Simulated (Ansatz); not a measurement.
# A computed series for CdSe: response to strain

The reference is CdSe in the zinc blende structure (space group F-43m, No. 216; a = 6.133 Å).

Strains are applied to the cell and any free atomic positions relax.

The values are results of r2SCAN (Ansatz, a quantum-chemistry and plane-wave program; PAW; 500 eV plane waves; no SOC), earlier PAW set, not measurements.

Notes on the quantities. energy relative to the base: free energy F.

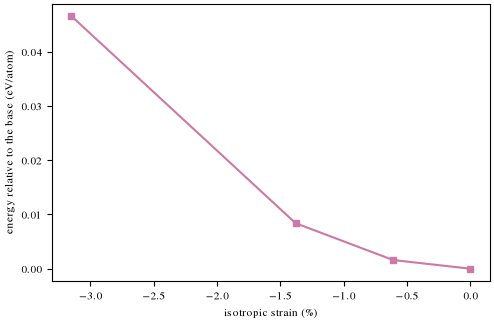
Figure: Energy relative to the base against isotropic strain

```json
[
 {"isotropic strain (%)": "-3.15", "energy relative to the base": "+47 meV/atom"},
 {"isotropic strain (%)": "-1.38", "energy relative to the base": "+8.4 meV/atom"},
 {"isotropic strain (%)": "-0.61", "energy relative to the base": "+1.6 meV/atom"}
]
```

No phonon test of stability was made.
